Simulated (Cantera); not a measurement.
A closed system holds: 1 mol CH₄, 0.47 mol H₂, a varied amount of N₂, held at 1877 °C and 11.0 mbar.

Method: chemical equilibrium by Gibbs-energy minimisation in Cantera with the NASA 1993 tables (ideal gas, pure condensed phases). Candidate condensed phases: C, C₆H₆, C₇H₈, C₈H₁₈; 92 gas species. Kinetics and transport are ignored.

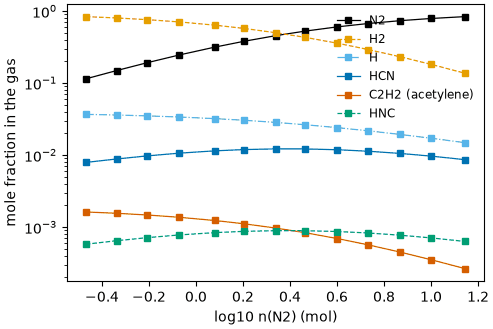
Figure: Equilibrium gas composition (values under 1e-9 drawn at 1e-9)

From 0.34 mol N₂ to 14 mol N₂ the condensed part is C(graphite). The main C-bearing gas is HCN throughout. The share of C in condensed phases is highest at 0.34 mol N₂ (96.6 %) and lowest at 14 mol N₂ (83.7 %).
